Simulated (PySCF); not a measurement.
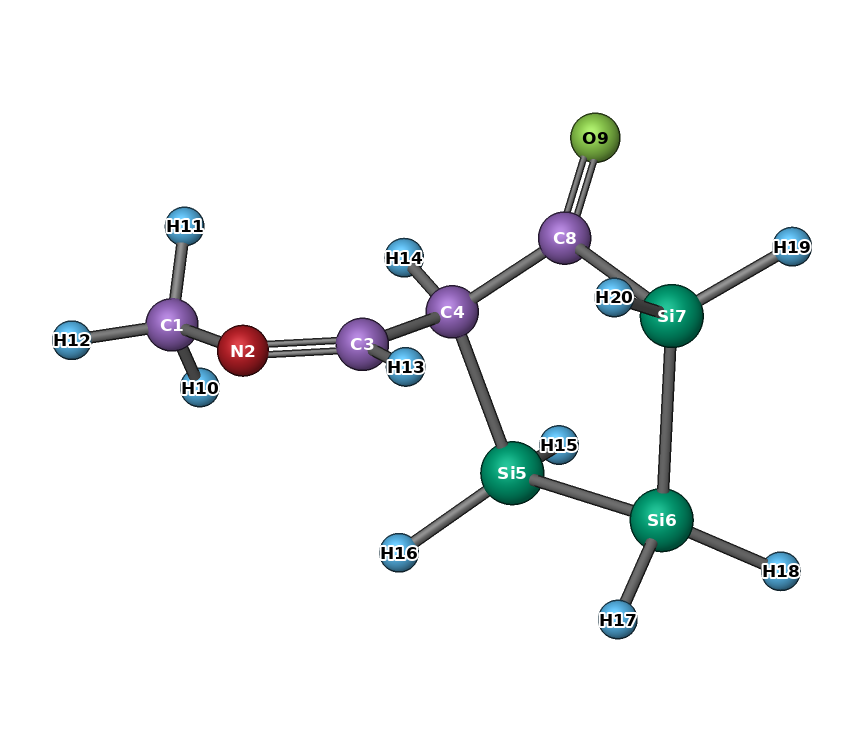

The questions are on isotropic NMR shieldings of the C atoms. The computed structure is the end point of a GFN2-xTB optimisation. No frequency run is at hand to confirm it as a minimum. Level of theory: GIAO PBE0/pcSseg-1 NMR shielding, non-relativistic, gas phase (PySCF 2.14.0).

Give the isotropic NMR shieldings of the C atoms atom by atom.

```tsv
atom	σ (ppm)
C1	147.4
C3	26.5
C4	129.9
C8	−56.5
```

The geometry is semi-empirical. Around Si such bond lengths and angles can be off by a tenth of an ångström or more and by several degrees, and values that hang on the shape move with them.
